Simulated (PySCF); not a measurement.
Molecule: Ge(Me)3(SH), SMILES [CH3][Ge]([CH3])([CH3])[SH] (C₃H₁₀GeS). Atoms near the plane z = 0.0 Å, at the GFN2-xTB optimised geometry (x, y, z in Å): C1 (-0.9, 0.7, 0.0), Ge2 (-0.3, -1.2, 0.0), S5 (1.9, -1.2, 0.0), H6 (-2.0, 0.7, -0.1), H7 (-0.6, 1.2, 0.9), H8 (-0.5, 1.2, -0.9).

Calculation: B3LYP/def2-TZVP (PySCF 2.14.0). Cells within 0.4 Å of a nucleus heavier than hydrogen are left out (blank, or x). The values are rescaled to run from 0 to 1.

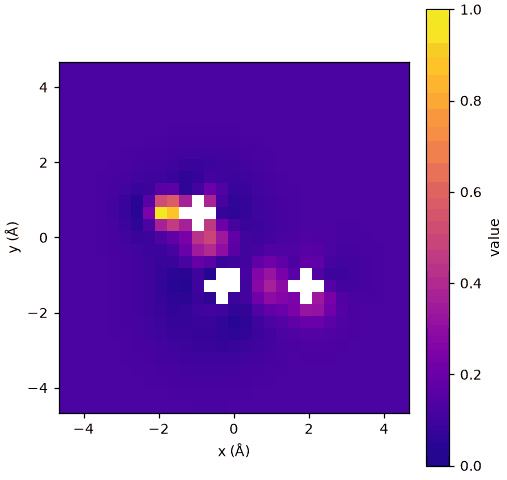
a field on the plane z = 0.0 Å.

Q: Which quantity is mapped?
A. electron localisation function
B. log10 of the electron density
C. an orbital amplitude
D. deformation density (molecule minus spherical neutral atoms)

A: D, deformation density (molecule minus spherical neutral atoms). In full: deformation density (molecule minus spherical neutral atoms) (e/bohr³).
